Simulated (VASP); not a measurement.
Band structure of Dy (hcp). All values below come from PBE GGA with D3 dispersion (zero damping), VASP's PBE PAW potentials (set 64) (plane waves; VASP 6.6.1).

The 4f electrons are frozen in the core of the lanthanide potential, so 4f levels, which can set the real gap, and their magnetism are missing.

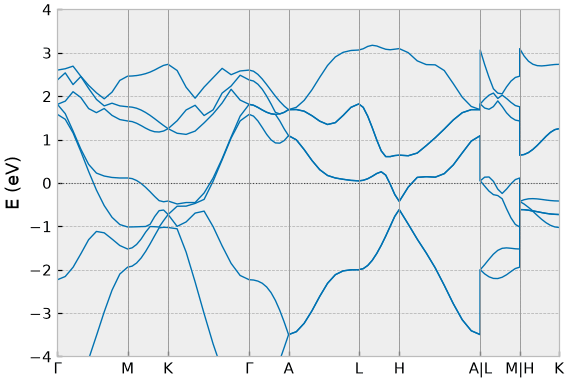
Fig. 1. Bands along high-symmetry lines, zero at the valence-band maximum or, without a gap, the Fermi level

Read the plot: is there a gap, and where are the band edges?

It has no gap at this level: it comes out as a metal or semimetal. (Edges off the drawn lines would not show.)

The compound is Dy in the hcp structure. It was relaxed first.
